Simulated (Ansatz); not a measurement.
A series of calculations on C$_{3}$H$_{5}$NSe

**1. Relaxation**

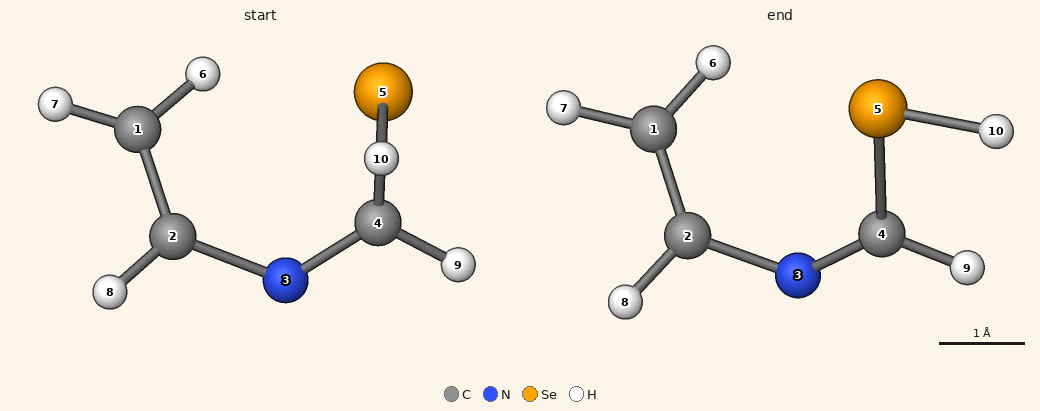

The structure of C3H5NSe before (left) and after (right) a relaxation, at one scale.

A ball-and-stick model, seen at a tilt.

The run prepares an end point of a later path (hydrogen shift) calculation, from a guessed geometry.

Level of theory: RKS BLYP-D4/def2-SVP in Ansatz 0.2.0.

Input file:
```yaml
crystal:
  periodic: [false, false, false]
  atoms:
    - { symbol: C, position_ang: [0.4028, -1.3076, 0.9588] }
    - { symbol: C, position_ang: [-0.4436, -1.1012, -0.1104] }
    - { symbol: "N", position_ang: [-1.2054, 0.1159, -0.3483] }
    - { symbol: C, position_ang: [-0.6202, 1.3344, -0.3102] }
    - { symbol: Se, position_ang: [1.1866, 1.717, -0.1543] }
    - { symbol: H, position_ang: [0.4993, -0.4543, 1.6677] }
    - { symbol: H, position_ang: [0.8691, -2.212, 1.1174] }
    - { symbol: H, position_ang: [-0.6036, -1.934, -0.7511] }
    - { symbol: H, position_ang: [-1.3634, 2.1703, -0.431] }
    - { symbol: H, position_ang: [1.3614, 1.6203, -1.6358] }
basis:
  gaussian: { orbitals: def2-SVP }
hamiltonian:
  xc: blyp
  dispersion: d4
relax:
  f_tol: 0.02
  max_steps: 50
output:
  orbitals: {}
```

Launched with:
```bash
ansatz run input.yaml --threads 2 --pin off --max-ram 3072MiB --backend cpu --events-out ev --progress --plain --runs-dir out
```

Q: Describe what moved and what it gained.

A: H10 moves most after the best rigid fit: 1.23 Å. By element the largest moves are H 1.23 Å, Se 0.61 Å, C 0.31 Å, N 0.11 Å. Near-neighbour distances that change, for instance: C4–Se5 1.853 → 1.971 Å, N3–C4 1.352 → 1.273 Å, C1–H7 1.030 → 1.099 Å, C2–N3 1.455 → 1.397 Å. Bond angles that change, for instance: N3–C4–H9 112.4° → 120.2°, Se5–C4–H9 120.0° → 113.4°, C2–C1–H6 115.6° → 121.9°. Groups turn about C4–Se5 by about 80°. The energy falls by 0.957 eV in 13 geometry steps. Largest force component: 4.1 eV/Å at the start, 0.012 eV/Å at the end. Cost: 17 s on 2 threads of Intel(R) Xeon(R) 6975P-C (Granite Rapids), with other jobs on the host, peak memory 0.17 GiB.

**2. Relaxation**

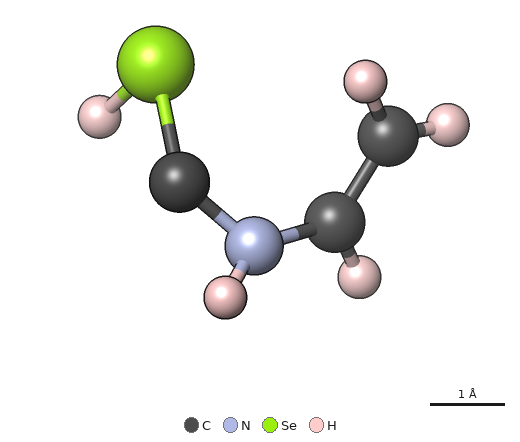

C₃H₅NSe, before the relaxation. A ball-and-stick model, seen from a free direction.

The run prepares an end point of a later path (hydrogen shift) calculation, from a guessed geometry.

All numbers below come from Ansatz 0.2.0, RKS BLYP-D4/def2-SVP.

Input file:
```yaml
crystal:
  periodic: [false, false, false]
  atoms:
    - { symbol: C, position_ang: [0.4028, -1.3076, 0.9588] }
    - { symbol: C, position_ang: [-0.4436, -1.1012, -0.1104] }
    - { symbol: "N", position_ang: [-1.2054, 0.1159, -0.3483] }
    - { symbol: C, position_ang: [-0.6202, 1.3344, -0.3102] }
    - { symbol: Se, position_ang: [1.1866, 1.717, -0.1543] }
    - { symbol: H, position_ang: [0.4993, -0.4543, 1.6677] }
    - { symbol: H, position_ang: [0.8691, -2.212, 1.1174] }
    - { symbol: H, position_ang: [-0.6036, -1.934, -0.7511] }
    - { symbol: H, position_ang: [-2.14482, 0.5149, -0.54801] }
    - { symbol: H, position_ang: [1.3614, 1.6203, -1.6358] }
basis:
  gaussian: { orbitals: def2-SVP }
hamiltonian:
  xc: blyp
  dispersion: d4
relax:
  f_tol: 0.02
  max_steps: 50
```

Command:
```bash
ansatz run input.yaml --threads 2 --pin off --max-ram 3072MiB --backend cpu --events-out ev --progress --plain --runs-dir out
```

### What does the optimiser find from here?

After 18 accepted moves (19 points after the start) the energy has fallen by 2.144 eV. Largest force component: 4 eV/Å at the start, 0.012 eV/Å at the end. The line search rejected the trial step at point 13 of the run. The atom that moves furthest after the best rigid fit is H10 (1.45 Å). By element the largest moves are H 1.45 Å, C 0.63 Å, N 0.29 Å, Se 0.22 Å. Some distances before and after: C1–H7 1.030 → 1.099 Å, C4–Se5 1.853 → 1.913 Å, C2–H8 1.063 → 1.103 Å, C2–N3 1.455 → 1.425 Å. Among the angles between lasting bonds that change: C2–N3–H9 145.6° → 110.9°, C4–N3–H9 92.9° → 111.2°, C2–N3–C4 121.5° → 137.9°. Groups turn about C4–Se5 by about 95°, C2–N3 by about 45°. The run took 24 s on 2 threads of Intel(R) Xeon(R) 6975P-C (Granite Rapids) (shared host), peak memory 0.17 GiB.

Final geometry:

```xyz
10

C     0.4627   -1.3619    0.8585
C    -0.6753   -1.1116    0.1770
N    -1.0361    0.0435   -0.5750
C    -0.4848    1.2264   -0.9184
Se    1.2819    1.5396   -0.2546
H     1.3114   -0.6736    0.9356
H     0.5548   -2.3245    1.3806
H    -1.4772   -1.8684    0.1613
H    -1.9810   -0.0548   -0.9679
H     1.3453    2.8787   -0.9111
```

After the run, drawn alike:

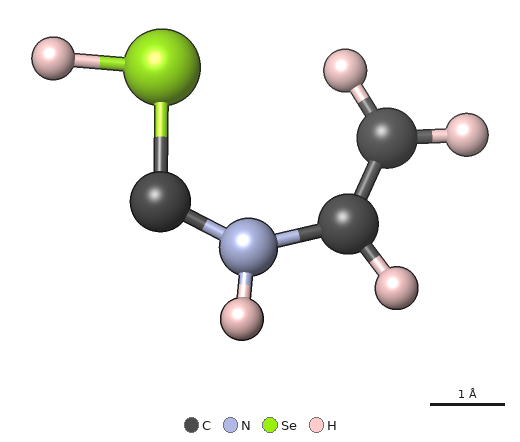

**3. Path**

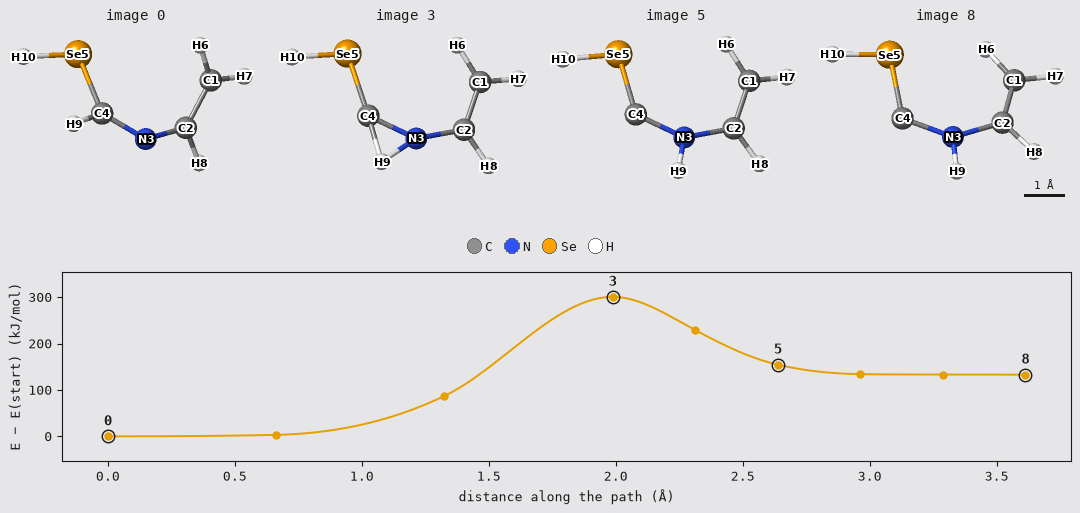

A search for the minimum-energy path of C₃H₅NSe by the nudged elastic band. Images are numbered from 0 (start) to 8 (end). Style: ball-and-stick. Shown at a tilt.

The calculation used Ansatz, RKS BLYP-D4/def2-SVP. Run with 7 movable images; climbing image; force threshold 0.05 eV/Å; iteration limit 60; starting path through a guess of the saddle point.

> Describe the mechanism and the energy profile.

A hydrogen atom shifts from one atom to another. Breaking: C4–H9 (1.11 → 1.33 at the top → 1.97 Å). Forming: N3–H9 (2.06 → 1.23 at the top → 1.03 Å). The highest point, image 3, lies 300.7 kJ/mol above the start and 167.7 kJ/mol above the end; the end is at +133.0 kJ/mol relative to the start. The band converged in 25 iterations. The largest component of the band force went from 9.7 to 0.027 eV/Å. The climbing image converged on the top of the path. Its vibrational analysis gives 2 imaginary modes over 30i cm⁻¹, so it isn't confirmed as a transition state.
